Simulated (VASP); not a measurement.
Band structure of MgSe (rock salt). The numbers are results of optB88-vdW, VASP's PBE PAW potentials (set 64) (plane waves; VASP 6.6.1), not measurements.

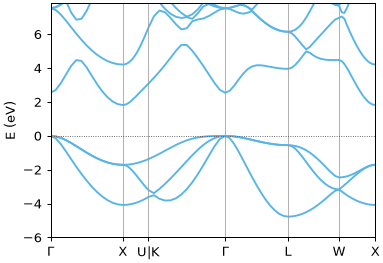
Bands along high-symmetry lines, zero at the valence-band maximum or, without a gap, the Fermi level

Question: Read the plot: is there a gap, and where are the band edges?

Answer: The gap is indirect, 1.82 eV, from the valence maximum at Γ to the conduction minimum at X. (Edges off the drawn lines would not show.)

The compound is MgSe in the rock salt structure. It was relaxed first.
